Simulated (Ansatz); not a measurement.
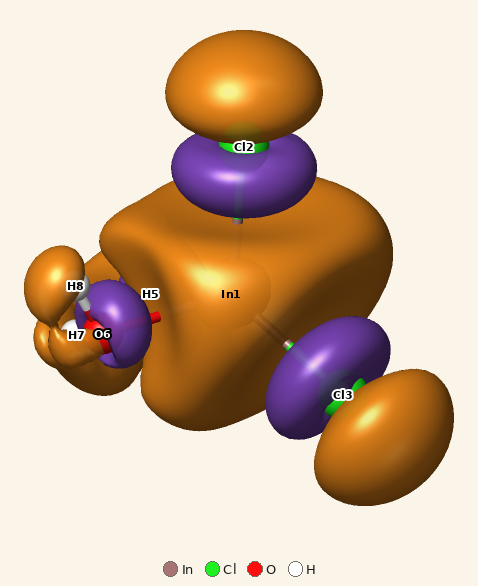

Figure. Cl₂H₃InO₂. The LUMO at ±0.05 Å⁻³ᐟ² (orange and purple are the two phases), seen from one side.

Core potentials replace the inner electrons of In.

Theory: Ansatz 0.2.0, RKS PBE0-D4/def2-SVP.

```xyz
8

In    0.2227   -0.0581    0.2309
Cl   -0.0062    0.7855    2.4086
Cl    1.9983    0.6520   -1.1007
O    -1.3887   -0.9628   -0.5847
H    -2.1824   -0.4417   -0.7396
O     0.3909   -2.2951    0.6712
H    -0.4996   -2.3918    0.2606
H     0.2908   -2.5193    1.6060
```

Question: Where does this orbital lie, and at what energy?

Answer: It lies mainly on In1 (about 45 %), Cl3 (about 20 %), Cl2 (about 15 %) and O4 (about 10 %). Its energy is −1.82 eV.
